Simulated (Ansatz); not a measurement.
# Ga2O3: response to strain

Start from Ga2O3 in the corundum structure (space group R-3c, No. 167; a = 4.950 Å, c = 13.306 Å (hexagonal axes)). Axes: x lies along a and z along c of the hexagonal cell.

Strains are applied to the cell and any free atomic positions relax.

The values are results of LDA (Ansatz, a quantum-chemistry and plane-wave program, PAW, no spin-orbit coupling), not measurements.

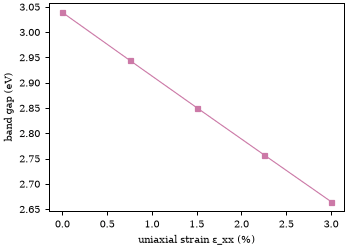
Fig. 1. Band gap against uniaxial strain ε_xx

Task: From the plot, what is the band gap for uniaxial strain ε_xx = +3.00 %?

Result: About 2.66 eV.

Task: Is the trend monotonic over the range shown?

Result: Yes, it falls throughout, spanning 2.66 eV to 3.04 eV.

Stability against distortions was not tested.
